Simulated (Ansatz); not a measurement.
## Electronic structure of CH3FN2Si in real space

```xyz
8

N    -1.6028   -0.5720    0.7379
Si   -0.2582   -0.7520   -0.1144
N     1.9197    0.6524   -1.0195
C     0.8654    0.7487   -0.3400
F     0.4721    1.8924    0.2551
H     2.4365    1.5416   -1.0646
H    -2.2521   -1.3424    0.8937
H     0.3366   -1.9204   -0.8154
```

Computed with Ansatz 0.2.0, UKS B3LYP/def2-SVP.

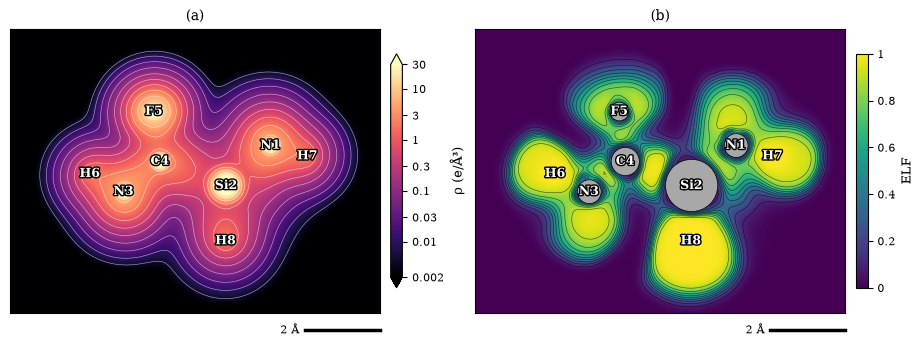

Figure 1. (a) electron density; (b) ELF on the molecular plane. Grey discs cover the atomic cores in the ELF map.

> Interpret the plot.

The section cuts through N, Si, C, F and H sites.
C–N (1.26 Å): ρ is about 2.9 e/Å³ halfway; the ELF peaks at about 0.90 between the atoms; a multiple bond.
C–F (1.35 Å): the density is about 2.2 e/Å³ at the midpoint, with its minimum of 1.7 e/Å³ about 0.5 Å from C; the ELF peaks at about 0.85 between the atoms (a shared but strongly polarised pair).
Si–N (1.60 Å): ρ at the midpoint is about 1.3 e/Å³; the ELF peaks at about 0.85 between the atoms, as expected for a shared but strongly polarised pair.
C–Si (1.89 Å): the density is about 0.97 e/Å³ at the midpoint; the ELF peaks at about 1 between the atoms, as expected for localised, covalent bonding.
N–H (1.02 Å): the density is about 2.7 e/Å³ at the midpoint; the ELF climbs to about 1 towards the hydrogen, as it does in any bond to H; an ordinary covalent bond to hydrogen.
The ELF also peaks beside N3, N1 and F5, away from the bonds: lone-pair regions.

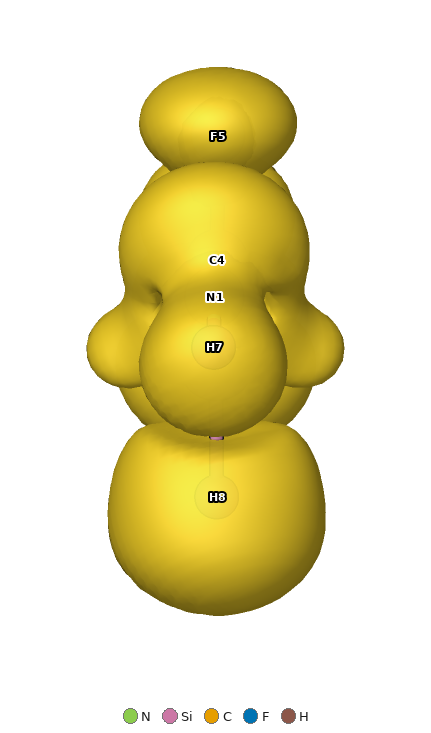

Figure 2. Isosurface of the electron localisation function at 0.75 (yellow), seen at an oblique angle. Core shells and regions of very low density are left out.

> Identify the bonds, lone pairs and shells in this picture.

The surface consists of one region between bonded C–Si atoms (shared pairs), one region around a hydrogen nucleus, one region on F in which the atom's valence shell and bonds are merged, one joined region spread over several atoms (H, N), in which their bonds and any lone pairs are merged and one joined region spread over several atoms (H, N, Si), in which their bonds and any lone pairs are merged.

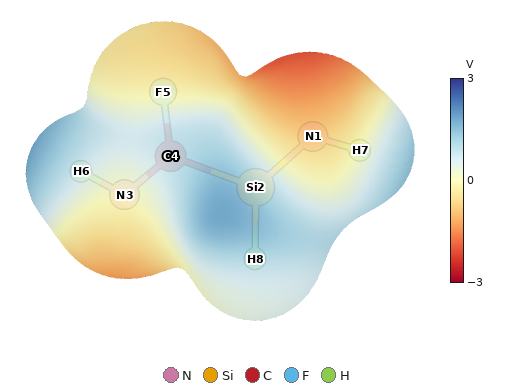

Figure 3. The molecular electrostatic potential painted on the density surface at 0.002 e/bohr³, seen across its widest extent; the colour scale runs from red (negative) to blue (positive).

> Describe the electrostatic potential map.

The most negative region (about −2.0 V, or −46 kcal/mol for a unit charge) lies over N1, the most positive (about +1.8 V, or +42 kcal/mol for a unit charge) over Si2 and H6. N1 is the likeliest acceptor of a hydrogen bond.
